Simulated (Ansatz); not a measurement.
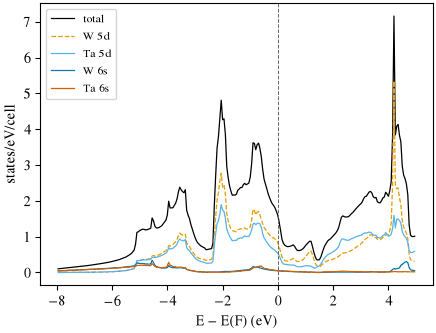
*Total and projected density of states of TaW (CsCl type, Pm-3m), plane-wave PAW r²SCAN (Ansatz code)*

Q: Which orbitals carry the states next to the Fermi level?

A: Within 0.5 eV of the Fermi level: W 5d 49 %, Ta 5d 34 %, outside the projected shells 8 %. Projections are on Löwdin-orthogonalised atomic valence shells; empty p or d shells of many metals are not among them.

Q: Where is the tallest occupied peak in this window, and what makes it?

A: Near -2.1 eV, about 4.8 states/eV per cell; the largest projected share is W 5d.

The start of the workflow was typed in or built on a structure type; neither database checked (COD, Materials Project) lists it. Its standing as an ambient phase is unchecked. Symmetry was held in the r²SCAN relaxation; its stability against distortions is not shown here. No spin polarisation was allowed. Spin–orbit coupling is left out wherever it is not named.

Potentials: the earlier of the program's two PAW sets.
